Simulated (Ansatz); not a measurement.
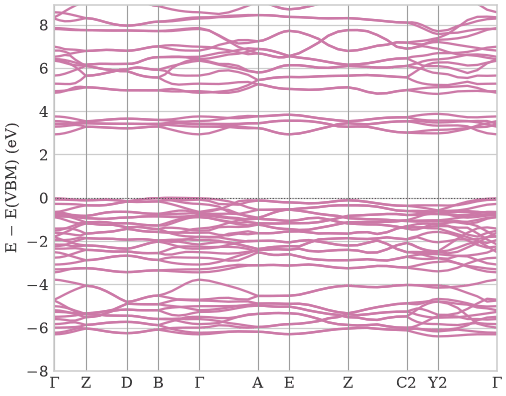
Fig. 1. Band structure from r²SCAN in the plane-wave PAW code Ansatz

Question: Read off the gap and where the band edges lie.

Answer: About 2.9 eV (2.93 eV by a search for the band edges); maximum on the B–Γ line, 25 % of the way from B, minimum at Γ.

Question: Pick the material that matches.
A. CuTe2I, P2_1/c (Cu on 4e, Te on 4e, Te on 4e, I on 4e)
B. TiSe2O6, P2_1/c (Pearson symbol mP18)
C. SbOsSe, P2_1/c (Sb on 4e, Os on 4e, Se on 4e)
D. HfO2, P2_1/c (Hf on 4e, O on 4e, O on 4e)

Answer: B, TiSe2O6, P2_1/c (Pearson symbol mP18)

The first step of the workflow began from a Materials Project structure, measured or hypothetical; the Crystallography Open Database files this formula in space group No. 14, but the cells were not matched. Whether it is the stable phase at ambient conditions was not checked. Symmetry was held in the r²SCAN relaxation; its stability against distortions is not shown here. The run is not spin-polarised. Spin–orbit coupling is left out wherever it is not named.

Potentials: the later of the program's two PAW sets.
